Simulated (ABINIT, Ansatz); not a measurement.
# Quasiparticle gap of Ga2O3 (C2/m) in ABINIT

How does a plane-wave GW calculation on Ga2O3 (C2/m) run from the first input to the gap?

Program: ABINIT 10.8.3. Level of theory: PBE and many-body steps on it, plane waves. Results are calculated unless marked as measured.

**What was measured.**

- Gap 5.135 eV: direct optical gap from Tauc plot, annealed film; UV-Vis absorption, Tauc plot; 300 K; film (RF sputtered on (0001) sapphire, annealed in air at 800 C, about 123 nm thick) (“High-Performance Deep Ultraviolet Photodetector Based on NiO/β-Ga2O3 Heterojunction”, 2020, pmc:7036083).

- Gap 4.85 eV: band gap from O 1s peak to onset of inelastic energy loss; XPS O 1s energy loss onset; film (pristine epitaxial beta-Ga2O3 (010) substrate) (“Band alignment of grafted monocrystalline Si (001)/beta-Ga2O3 (010) p-n heterojunction determined by X-ray photoelectron spectroscopy”, 2023, arxiv:2312.00771).

- Gap 4.5 eV: optical absorption edge from ellipsometry; spectroscopic ellipsometry; film (oxidised 75 nm GaSe layer, annealed at 800 C in oxygen) on Al2O3 (“Thin Ga2O3 Layers by Thermal Oxidation of van der Waals GaSe Nanostructures for Ultraviolet Photon Sensing”, 2024, pmc:11320379).

- Gap 4.91 eV: direct optical gap from Tauc plot, O2-annealed; optical transmittance, Tauc extrapolation; film (RF-sputtered polycrystalline film, 120 nm, annealed at 800 C for 40 min in O2) on 4H-SiC (“Influence of Annealing Atmosphere on the Characteristics of Ga2O3/4H-SiC n-n Heterojunction Diodes”, 2020, pmc:7013600).

- Gap 4.88 eV: gap from onset of inelastic loss at Ga 2p3/2; XPS energy loss onset; film (“Metalorganic Chemical Vapor Deposition of beta-(AlxGa1-x)2O3 thin films on (001) beta-Ga2O3 substrates”, 2023, arxiv:2301.10897).

This is a selection; 9 further reports are not listed.

Most raw output is cut from this account.

## Step 1: The starting structure

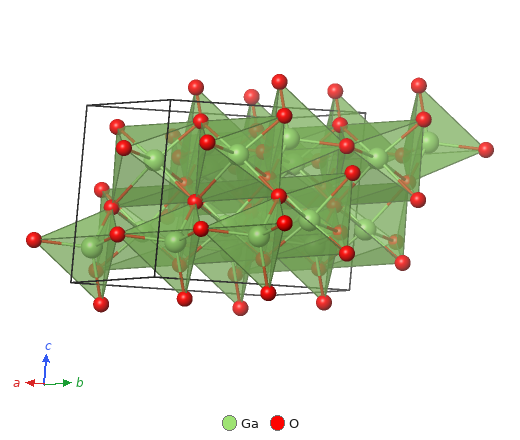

The cell as given, slightly off an axis (gallium green, oxygen red). 1×2×1 cells are drawn. This picture shows the conventional cell, with its axes. Some periodic images of atoms are drawn too.

The cell and positions come from the Crystallography Open Database and are kept as given unless a step says otherwise.

## Step 2: Ground state

This step: ABINIT 10.8.3; DFT, PBE, plane waves, norm-conserving pseudopotentials.

The ground-state density comes first.

run.abi reads:

```
acell 3*1.0 Angstrom
rprim 
  6.107000000000 -1.518550000000 0.000000000000
  6.107000000000 1.518550000000 0.000000000000
  -1.385988895900 0.000000000000 5.630008738000
ntypat 2
znucl 31 8
natom 10
typat 1 1 1 1 2 2 2 2 2 2
xred 
  0.090500000000 0.090500000000 0.794600000000
  0.909500000000 0.909500000000 0.205400000000
  0.658660000000 0.658660000000 0.314020000000
  0.341340000000 0.341340000000 0.685980000000
  0.164500000000 0.164500000000 0.109800000000
  0.835500000000 0.835500000000 0.890200000000
  0.173300000000 0.173300000000 0.563200000000
  0.826700000000 0.826700000000 0.436800000000
  0.495900000000 0.495900000000 0.256600000000
  0.504100000000 0.504100000000 0.743400000000
pp_dirpath "pseudos"
pseudos "Ga.upf, O.upf"
ecut 45
ngkpt 8 8 4
nshiftk 1
shiftk 0 0 0
kptopt 1
chksymbreak 0
nband 69
occopt 1
tolvrs 1e-10
nstep 60
prtwf 0
optforces 0
optstress 0
indata_prefix "in"
outdata_prefix "out"
tmpdata_prefix "tmp"
```

Started as:

```console
OMP_NUM_THREADS=1 mpirun -n 16 abinit run.abi > log
```

Run time: 12 min. Hardware: 16 MPI ranks of Arm Neoverse N1, shared host; peak memory 3.6 GiB.

This step gave:

- total energy: -29739.8697 eV
- gap: 2.457 eV
- k of the valence top: 0.5, 0.375, 0.5
- k of the conduction bottom: 0, 0, 0
- least direct gap: 2.480 eV

The gap is indirect, with the least direct gap 0.02 eV higher.

## Step 3: Bands along the symmetry lines

The cheap functional maps the bands first; the places of the edges decide which points the dearer methods must see.

Edit run.abi of step 2 so:

```diff
@@ -23,14 +23,54 @@
 ecut 45
-ngkpt 8 8 4
-nshiftk 1
-shiftk 0 0 0
-kptopt 1
-chksymbreak 0
-nband 69
-occopt 1
-tolvrs 1e-10
-nstep 60
+iscf -2
+irdden 1
+kptopt 0
+nkpt 40
+kpt 
+  0.00000000 0.00000000 0.00000000
+  -0.06659860 0.06659860 0.00000000
+  -0.13319720 0.13319720 0.00000000
+  -0.19979580 0.19979580 0.00000000
+  -0.26639440 0.26639440 0.00000000
+  -0.73360560 -0.26639440 0.00000000
+  -0.67520420 -0.32479580 0.00000000
+  -0.61680280 -0.38319720 0.00000000
+  -0.55840140 -0.44159860 0.00000000
+  -0.50000000 -0.50000000 0.00000000
+  -0.37500000 -0.37500000 0.00000000
+  -0.25000000 -0.25000000 0.00000000
+  -0.12500000 -0.12500000 0.00000000
+  0.00000000 0.00000000 0.00000000
+  -0.12500000 -0.12500000 0.12500000
+  -0.25000000 -0.25000000 0.25000000
+  -0.37500000 -0.37500000 0.37500000
+  -0.50000000 -0.50000000 0.50000000
+  -0.56046527 -0.43953473 0.50000000
+  -0.62093054 -0.37906946 0.50000000
+  -0.68139580 -0.31860420 0.50000000
+  -0.74186107 -0.25813893 0.50000000
+  -0.25813893 0.25813893 0.50000000
+  -0.19360420 0.19360420 0.50000000
+  -0.12906946 0.12906946 0.50000000
+  -0.06453473 0.06453473 0.50000000
+  0.00000000 0.00000000 0.50000000
+  0.00000000 0.00000000 0.37500000
+  0.00000000 0.00000000 0.25000000
+  0.00000000 0.00000000 0.12500000
+  0.00000000 0.00000000 0.00000000
+  -0.50000000 0.00000000 0.50000000
+  -0.37500000 0.00000000 0.37500000
+  -0.25000000 0.00000000 0.25000000
+  -0.12500000 0.00000000 0.12500000
+  0.00000000 0.00000000 0.00000000
+  -0.12500000 0.00000000 0.00000000
+  -0.25000000 0.00000000 0.00000000
+  -0.37500000 0.00000000 0.00000000
+  -0.50000000 0.00000000 0.00000000
+istwfk *1
+nband 67
+nbdbuf 2
+tolwfr 1e-08
+nstep 40
 prtwf 0
-optforces 0
-optstress 0
+prtvol 0
 indata_prefix "in"
```

Elapsed: 2.5 min, on 16 MPI ranks; peak memory 2 GiB; 40 min of CPU time.

This step gave:

```
gap                        : 2.451 eV
k of the valence top       : -0.5605, -0.4395, 0.5
k of the conduction bottom : 0, 0, 0
least direct gap           : 2.480 eV
```

The gap is 2.451 eV, −0.006 eV from the run before at this level.

The electronic bands at the labelled points (eV, zero at the top of the highest filled band):

| point | band 57 | band 58 | band 59 | band 60 | band 61 | band 62 | band 63 | band 64 |
| --- | --- | --- | --- | --- | --- | --- | --- | --- |
| Γ | -0.67 | -0.48 | -0.29 | -0.03 | 2.45 | 5.74 | 6.77 | 6.80 |
| C | -0.85 | -0.76 | -0.49 | -0.13 | 5.84 | 6.51 | 7.01 | 7.17 |
| jump to C2 | -0.85 | -0.76 | -0.49 | -0.13 | 5.84 | 6.51 | 7.01 | 7.17 |
| Y2 | -0.68 | -0.68 | -0.42 | -0.17 | 4.60 | 4.85 | 5.88 | 6.63 |
| Γ | -0.67 | -0.48 | -0.29 | -0.03 | 2.45 | 5.74 | 6.77 | 6.80 |
| M2 | -0.65 | -0.62 | -0.60 | -0.01 | 5.22 | 5.35 | 6.29 | 6.58 |
| D | -1.14 | -0.89 | -0.87 | -0.64 | 6.98 | 7.05 | 7.71 | 8.09 |
| jump to D2 | -1.14 | -0.89 | -0.87 | -0.64 | 6.98 | 7.05 | 7.71 | 8.09 |
| A | -0.65 | -0.64 | -0.51 | -0.31 | 4.81 | 4.93 | 6.76 | 7.26 |
| Γ | -0.67 | -0.48 | -0.29 | -0.03 | 2.45 | 5.74 | 6.77 | 6.80 |
| jump to L2 | -1.12 | -1.05 | -0.74 | -0.65 | 6.95 | 6.98 | 7.87 | 8.07 |
| Γ | -0.67 | -0.48 | -0.29 | -0.03 | 2.45 | 5.74 | 6.77 | 6.80 |
| V2 | -0.77 | -0.73 | -0.47 | -0.13 | 5.71 | 6.57 | 7.27 | 7.53 |

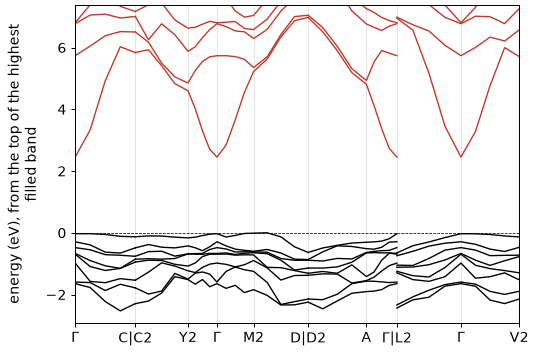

Electronic bands along the path; lines of filled and empty bands in two colours.

## Step 4: Empty states on the mesh, 4×4×2 mesh, 325 bands

The sums over transitions need many empty states on a uniform mesh; this step solves for them.

run.abi reads:

```
acell 3*1.0 Angstrom
rprim 
  6.107000000000 -1.518550000000 0.000000000000
  6.107000000000 1.518550000000 0.000000000000
  -1.385988895900 0.000000000000 5.630008738000
ntypat 2
znucl 31 8
natom 10
typat 1 1 1 1 2 2 2 2 2 2
xred 
  0.090500000000 0.090500000000 0.794600000000
  0.909500000000 0.909500000000 0.205400000000
  0.658660000000 0.658660000000 0.314020000000
  0.341340000000 0.341340000000 0.685980000000
  0.164500000000 0.164500000000 0.109800000000
  0.835500000000 0.835500000000 0.890200000000
  0.173300000000 0.173300000000 0.563200000000
  0.826700000000 0.826700000000 0.436800000000
  0.495900000000 0.495900000000 0.256600000000
  0.504100000000 0.504100000000 0.743400000000
pp_dirpath "pseudos"
pseudos "Ga.upf, O.upf"
ecut 45
ngkpt 4 4 2
nshiftk 1
shiftk 0 0 0
kptopt 1
chksymbreak 0
iscf -2
irdden 1
istwfk *1
nband 325
nbdbuf 28
tolwfr 1e-09
nstep 60
prtvol 0
indata_prefix "in"
outdata_prefix "out"
tmpdata_prefix "tmp"
```

Wall time 6.8 min (16 MPI ranks); peak memory 2.4 GiB.

Numbers from this step:

```
gap                                                           : 2.462 eV
k of the valence top                                          : 0.5, 0.5, 0.5
k of the conduction bottom                                    : 0, 0, 0
least direct gap                                              : 2.480 eV
k points computed                                             : 14
lowest point of the top converged band, above the valence top : 91.3018 eV
```

On this mesh the gap is 2.462 eV.

## Step 5: Screening, 4×4×2 mesh, 156 bands, screening to 114.3 eV

The RPA dielectric matrix is built and inverted for each q.

This step: RPA screening on PBE, plane waves, norm-conserving pseudopotentials.

Edit run.abi of step 4 so:

```diff
@@ -28,10 +28,11 @@
 chksymbreak 0
-iscf -2
-irdden 1
 istwfk *1
-nband 325
-nbdbuf 28
-tolwfr 1e-09
-nstep 60
-prtvol 0
+occopt 1
+irdwfk 1
+optdriver 3
+nband 156
+ecuteps 4.2
+inclvkb 2
+awtr 1
+symchi 1
 indata_prefix "in"
```

Elapsed: 12 min, on 16 MPI ranks; peak memory 26 GiB; 3.3 h of CPU time.

This step gave:

```yaml
eps_infinity_with_local_fields_on_this_mesh_along_the_program_s_q_direction: 4.114
the_same_without_local_fields: 4.324
plasma_frequency: 39.81 eV
plane_waves_in_the_screening_matrix: 295
```

Local fields lower ε∞ by 5 %. On a Γ-centred mesh this coarse the value itself is usually too large, while a short band sum pulls it down.

## Step 6: Self-energy, 4×4×2 mesh, 156 bands, screening to 114.3 eV

The self-energy is evaluated for the states that the input lists, and the levels follow from it, in one-shot runs by the linearised quasiparticle equation.

This step: G0W0 on PBE, plane waves, norm-conserving pseudopotentials.

Edit run.abi of step 5 so:

```diff
@@ -31,8 +31,17 @@
 irdwfk 1
-optdriver 3
+optdriver 4
 nband 156
+gwcalctyp 0
+ecutsigx 45
+symsigma 1
+nkptgw 2
+kptgw 
+  0.5000000000 0.5000000000 0.5000000000
+  0.0000000000 0.0000000000 0.0000000000
+bdgw 
+  59 62
+  59 62
 ecuteps 4.2
-inclvkb 2
-awtr 1
-symchi 1
+irdscr 1
+ppmodel 1
 indata_prefix "in"
```

Run time: 23 s. Hardware: 16 MPI ranks; peak memory 9.8 GiB.

This step gave:

* G0W0 gap on the points computed: 4.046 eV
* starting gap on the mesh: 2.462 eV
* k of the valence top: 0.5, 0.5, 0.5
* k of the conduction bottom: 0, 0, 0
* Z at the valence top: 0.793
* Z at the conduction bottom: 0.844
* least direct G0W0 gap on the computed points: 4.056 eV

The gap on the mesh goes from 2.46 eV to 4.05 eV, a correction of +1.58 eV.

Limits: finite bands, cutoff and mesh; no spin-orbit coupling; coarse k mesh. v1 is the top filled band, c1 the lowest empty one. The levels before and after the correction (eV, zero at the valence-band top of each column):

|  | conduction bottom | valence top |
| --- | --- | --- |
| Kohn-Sham | 2.46 | 0.00 |
| G0W0 | 4.05 | 0.00 |

|  | level | energy (eV) |
| --- | --- | --- |
| Kohn-Sham | (0.5 0.5 0.5) v2 | -0.587 |
| Kohn-Sham | (0.5 0.5 0.5) v1 | 0.000 |
| Kohn-Sham | (0.5 0.5 0.5) c1 | 5.235 |
| Kohn-Sham | (0.5 0.5 0.5) c2 | 5.366 |
| Kohn-Sham | Γ v2 | -0.279 |
| Kohn-Sham | Γ v1 | -0.018 |
| Kohn-Sham | Γ c1 | 2.462 |
| Kohn-Sham | Γ c2 | 5.748 |
| G0W0 | (0.5 0.5 0.5) v2 | -0.616 |
| G0W0 | (0.5 0.5 0.5) v1 | 0.000 |
| G0W0 | (0.5 0.5 0.5) c1 | 7.339 |
| G0W0 | (0.5 0.5 0.5) c2 | 7.441 |
| G0W0 | Γ v2 | -0.251 |
| G0W0 | Γ v1 | -0.010 |
| G0W0 | Γ c1 | 4.046 |
| G0W0 | Γ c2 | 7.906 |

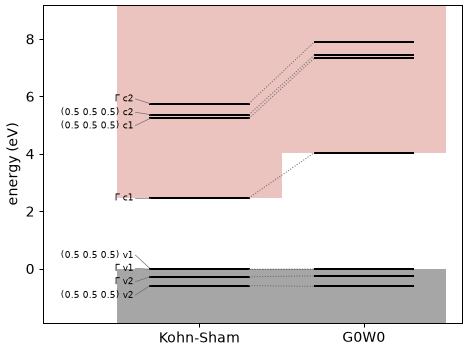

Levels before and after the correction. Shaded: valence and conduction bands.

## Step 7: Where the time went

Times are wall times on 16 MPI ranks of Arm Neoverse N1, shared host, good to a factor of about two.

| step | time | share | memory (GiB) |
| --- | --- | --- | --- |
| ground state | 12 min | 35 % | 3.6 |
| bands along the symmetry lines | 2.5 min | 7 % | 2.0 |
| empty states on the mesh | 6.8 min | 20 % | 2.4 |
| screening | 12 min | 36 % | 26 |
| self-energy | 23 s | 1 % | 9.8 |

## Step 8: Summary of results

```json
{"PBE gap": "2.45 eV, indirect (only 29 meV under the direct gap)", "G0W0 gap on the mesh": "4.05 eV", "GW settings": "4×4×2 mesh, 156 bands, screening to 114.3 eV, Godby-Needs plasmon pole", "known limits": "not at the basis limit; no spin-orbit coupling; coarse k mesh"}
```

G0W0 moves the gap on the mesh from 2.46 eV to 4.05 eV (+1.58 eV), with Z of 0.79 and 0.84 at the edges. Local fields lower the RPA ε∞ on this mesh from 4.32 to 4.11; a Γ-centred mesh this coarse tends to raise both, most where the direct gap is narrow, while a short band sum lowers them. Only 2 of the mesh's irreducible points were corrected, so a valley elsewhere could overtake. Against experiment, by G0W0@PBE: the direct gap of 4.06 eV lies −1.08 eV from the measured 5.135 eV (direct, 300 K, 2020); the gap of 4.03 eV lies −0.82 eV from the measured 4.85 eV (kind not stated, 2023); the gap of 4.03 eV lies −0.47 eV from the measured 4.5 eV (optical, on Al2O3, 2024); the direct gap of 4.06 eV lies −0.85 eV from the measured 4.91 eV (direct, on 4H-SiC, 2020); the gap of 4.03 eV lies −0.85 eV from the measured 4.88 eV (kind not stated, 2023). An exciton line or allowed optical edge lies below the quasiparticle gap by the binding energy; a forbidden edge can push the onset above it. The calculation has static nuclei and no excitons; a measured gap holds zero-point and thermal motion, which mostly lowers it. Against the values above the computed gap that would widen the miss. A likelier cause is too strong a screening: the start's gap is only 2.46 eV, the mesh is coarse, and one shot does not repair that. Bands and cutoff are finite, so the gap is not at the basis limit. The miss can reach some tenths of an eV and take either sign; the mesh is an error of its own. In the G0W0 run levels were corrected at 2 k points alone, so a gap called «on the mesh» is the least over those, and an edge elsewhere would be missed. The 4×4×2 mesh is coarse for this cell, which bears on the long-range parts of exchange and screening. The many-body steps are scalar-relativistic: spin-orbit coupling is not in them.

[Paths, hosts, dates, memory and timing lines, banners, echoed tables and standing remarks are left out of the program output.]

[Logs are printed without paths, hosts, clocks, repeated set-up lines and the standing remarks that a program may print on its own settings, such as how far it seeks lower states.]

[Runs of the session that timed out or met a known fault of the program may be left out.]

[No measured gap is set beside runs whose start may be inverted or whose files or cutoffs have a known fault.]

[Hosts, paths, dates, database ids (printed as entryN), source tags and the programs' standing remarks are cut or masked in the printed files.]

[G0W0 gaps are taken among the corrected bands and points alone; a level outside them can change the order at an edge.]

[Where Ansatz stands beside ABINIT at settings called matched, ABINIT's density can come from a denser mesh and the files from another edition; pairs whose starting gaps differed by over 0.03 eV were left out, so agreement reads better than it is.]
